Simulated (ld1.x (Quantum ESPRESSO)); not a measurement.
## Pseudopotential generation: Pt (part 2 of 2)

The same run, continued: platinum (Pt, Z = 78), core [Kr] 4d10 4f14, reference valence 5s2 5p6 5d9 6s1 6p0, valence charge 18. Method: TM potential, PW91, scalar-relativistic, made with ld1.x (Quantum ESPRESSO) 7.5.

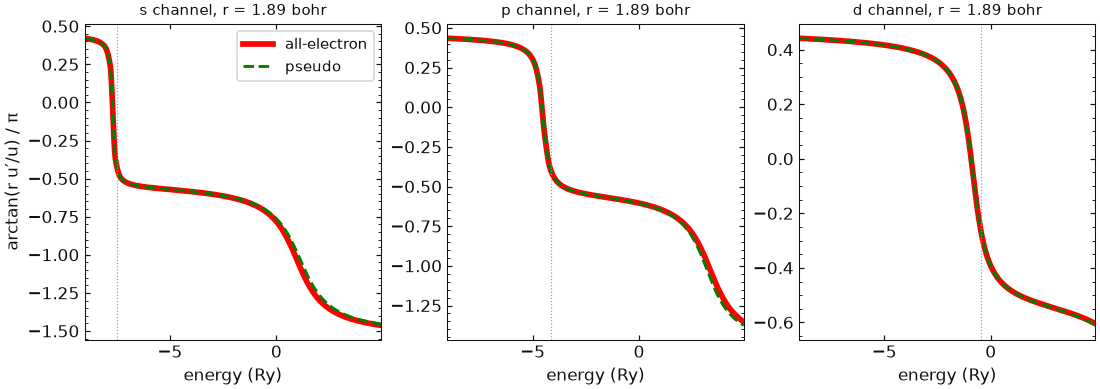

Fig. 2: Unwrapped phase arctan(r u′/u) in units of π against energy, all-electron (solid) and pseudo (dashed); the pseudo phase is matched to the all-electron one at the reference energy. Here u = r R(r). The dotted line marks the reference energy of the channel.

- Ghost states: the plot shows none: the two phases stay within 0.17 rad of each other in all channels drawn. The separate test gives: no ghost state below the valence levels in the s, p, d, f channels.
- Range over which the phases agree within 0.05 rad: s: up to about -0.2 Ry; p: up to about 2.2 Ry; d: over the whole range drawn.
- Poles, where the radial function vanishes at the test radius: s: all-electron at -7.3 Ry, pseudo at -7.3 Ry; p: all-electron at -3.6 Ry, pseudo at -3.6 Ry; d: all-electron at 1.3 Ry, pseudo at 1.3 Ry. The potential isn't sound: the pseudo-atom misses its own reference levels by up to 0.21 eV.

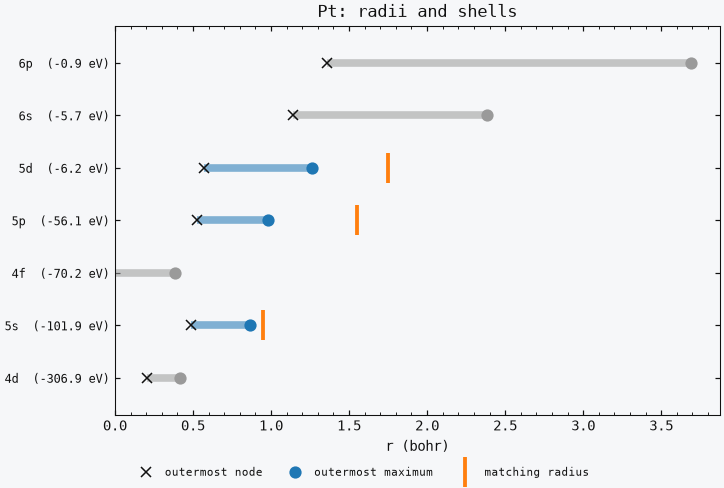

Fig. 3: Outer shells of the all-electron reference atom: each bar runs from the outermost node (or the nucleus) to the outermost maximum of u(r); the tick is the radius chosen for the pseudo-wave. Shells without a tick have no pseudo-wave of their own. Levels, nodes and maxima are from ld1.x, scalar-relativistic.

- Radii against the shells: 5s: 0.95 bohr, outside the maximum; 5p: 1.55 bohr, outside the maximum; 5d: 1.75 bohr, outside the maximum.

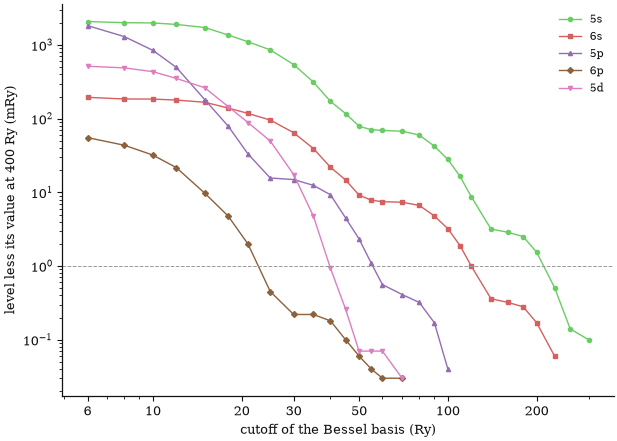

Fig. 4: The pseudo-atom Hamiltonian at the reference potential is diagonalised in spherical Bessel functions (20 bohr box) up to the cutoff. Curves: distance of each valence level from its value at 400 Ry.

- Cutoffs from which each level stays within 1 mRy: 5s: 230 Ry; 6s: 140 Ry; 5p: 60 Ry; 6p: 25 Ry; 5d: 40 Ry.
- Cutoffs for 10 and 1 mRy in the occupation-weighted sum of levels: 140 Ry and 260 Ry, on the ladder of cutoffs that was run.
- Hardest occupied shell: 5s: its level needs 230 Ry to come within 1 mRy, against 140 Ry for 6s.

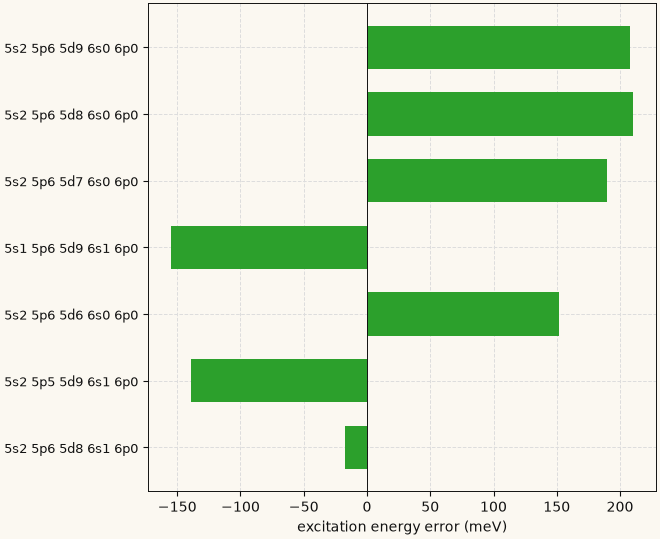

Fig. 5: Errors, all-electron minus pseudo, of the energies of valence configurations relative to the unpolarised reference 5s2 5p6 5d9 6s1 6p0.

- Worst configuration: 5s2 5p6 5d8 6s0 6p0 (charge +2): the error is +210 meV on an all-electron energy of +29.31 eV relative to the reference, or 0.72 %. Note that the pseudo-atom misses its own reference levels by up to 0.21 eV.
- Errors in meV: 5s2 5p6 5d9 6s0 6p0: +208; 5s2 5p6 5d8 6s0 6p0: +210; 5s2 5p6 5d7 6s0 6p0: +190; 5s1 5p6 5d9 6s1 6p0: -155; 5s2 5p6 5d6 6s0 6p0: +152; 5s2 5p5 5d9 6s1 6p0: -139; 5s2 5p6 5d8 6s1 6p0: -17.
- Configurations within 10 meV and within 50 meV: 0 and 1 of 7.

The input:
```
 &input
   title='Pt', zed=78., rel=1, dft='PW91', iswitch=3,
   config='[Xe] 4f14 5d9 6s1 6p0',
   nld=3, rlderiv=1.90, eminld=-9.0, emaxld=5.0, deld=0.04
 /
 &inputp
   pseudotype=2, tm=.true., lloc=-1, rcloc=1.50,
   nlcc=.true., rcore=0.85,
   file_pseudopw='Pt.UPF', file_wfcaegen='ae.wfc', file_wfcncgen='nc.wfc', file_beta='beta', file_chi='chi'
 /
3
5S  1  0   2.00   0.00  0.95  0.95  0.0
5P  2  1   6.00   0.00  1.55  1.55  0.0
5D  3  2   9.00   0.00  1.75  1.75  0.0
 &test
   configts(1)='5s2 5p6 5d9 6s1 6p0'
 /
```

Input of the test run:
```
 &input
   title='Pt', zed=78., rel=1, dft='PW91', iswitch=2,
   config='[Xe] 4f14 5d9 6s1 6p0'
 /
 &test
   file_pseudo='Pt.UPF', nconf=8,
   configts(1)='5s2 5p6 5d9 6s1 6p0',
   configts(2)='5s2 5p6 5d9 6s0 6p0',
   configts(3)='5s2 5p6 5d8 6s0 6p0',
   configts(4)='5s2 5p6 5d7 6s0 6p0',
   configts(5)='5s1 5p6 5d9 6s1 6p0',
   configts(6)='5s2 5p6 5d6 6s0 6p0',
   configts(7)='5s2 5p5 5d9 6s1 6p0',
   configts(8)='5s2 5p6 5d8 6s1 6p0'
 /
```

Run as:
```bash
ld1.x < Pt.in > Pt.out
```

Key numbers:

- outcome: generated; the pseudo-atom misses its reference levels by up to 0.21 eV (6s, which has no pseudo-wave of its own)
- reference test: the pseudo-atom misses its own reference levels by up to 0.21 eV
- cutoffs needed: 140 Ry and 260 Ry (the cutoffs, on a coarse ladder, from which the occupation-weighted sum of valence levels, in a spherical-Bessel basis at the reference potential, stays within 10 and 1 mRy of its value at 400 Ry); ghost states and empty shells don't enter this sum
- ghost test: no ghost state below the valence levels in the s, p, d, f channels (spherical-Bessel basis up to 400 Ry, 20 bohr box)
- largest excitation error: +210 meV (all-electron minus pseudo) for 5s2 5p6 5d8 6s0 6p0, out of 7 test configurations
- range over which the phases arctan(r u′/u) at the test radius agree within 0.05 rad (a looser test near the poles than one of phase shifts): s: up to about -0.2 Ry; p: up to about 2.2 Ry; d: over the whole range computed
- hardware: 1 CPU thread, shared host
- wall time: 2.3 s
